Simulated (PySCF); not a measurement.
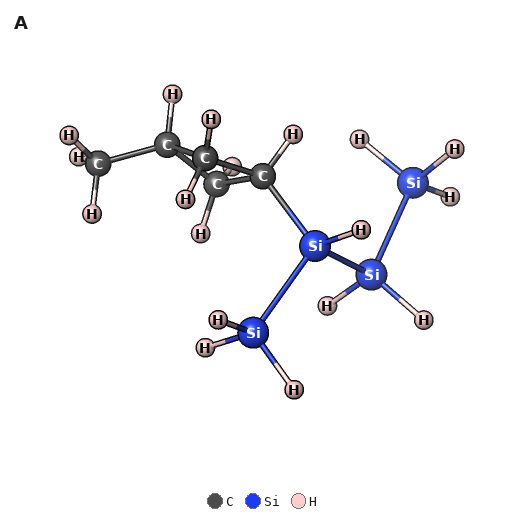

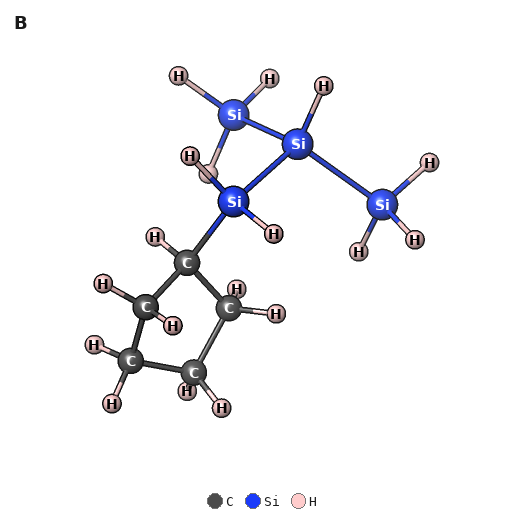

2 stationary structures of one formula. Geometries: PBE0-D3(BJ)/def2-SVP. Electronic energies: PBE0/pcSseg-1 (PySCF 2.14.0), without zero-point energy. No frequency run is at hand to confirm each as a minimum. Each is one conformer, not always the lowest.

Question: How are they related?

Answer: They are constitutional isomers of C5H18Si4: A `C[C@H]1C[C@@H]([Si@@H]([SiH3])[SiH2][SiH3])C1`, B `[SiH3][SiH]([SiH3])[SiH2]C1CCCC1`.

Question: Which is lowest in energy, and by how much?

Answer: B is lowest; A lies 74.9 kJ/mol above it.
